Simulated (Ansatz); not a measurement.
Ca (fcc, Cu type)

```yaml
crystal:
  lattice:
    - [0.00000, 5.56846, 5.56846]
    - [2.78423, 2.78423, 5.56846]
    - [2.78423, 2.78423, 0.00000]
  atoms:
    - { symbol: Ca, position: [0.00000, 0.00000, 0.00000] }
    - { symbol: Ca, position: [0.50000, 0.00000, 0.00000] }
```

A phonon eigenvector at X = (0.5, 0.5, 0.0) is frozen into this cell: atom i moves by Q times the vector below, so Q is the largest atomic displacement, in Å. The cell is held. It is one choice among 2 degenerate patterns. (q is in reciprocal vectors of the primitive cell; the cell shown is doubled to hold the pattern.)

```json
[
 {"atom": "Ca1", "x": "0.000", "y": "1.000", "z": "0.000"},
 {"atom": "Ca2", "x": "0.000", "y": "-1.000", "z": "0.000"}
]
```

Level of theory: r2SCAN (plane waves to 500 eV, PAW, scalar-relativistic; Ansatz, a program for electronic structure). k mesh 14×14×14 (Γ-centred), Fermi-Dirac smearing 0.05 eV. The energy includes the smearing's −TS. With partly filled bands, energies and forces of such displacements shift with the k mesh and the smearing. Ca was relaxed with its symmetry unable to fall. ΔE is measured from the undisplaced structure.

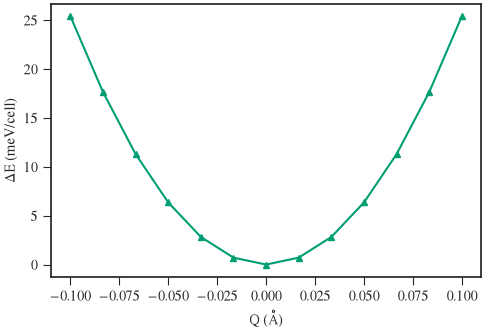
Fig. 1. ΔE (meV/cell) against Q (Å); markers are the computed points, lines only join them.

Task: What is the energy change at Q = 0.100 Å?

Result: About 25 meV/cell.

Task: What harmonic wavenumber does the curvature at Q = 0 give?

Result: About 130 cm⁻¹.

(For displaced atoms, the force is minus the slope of the energy, and its curvature is a force constant, which sets phonon frequencies.)
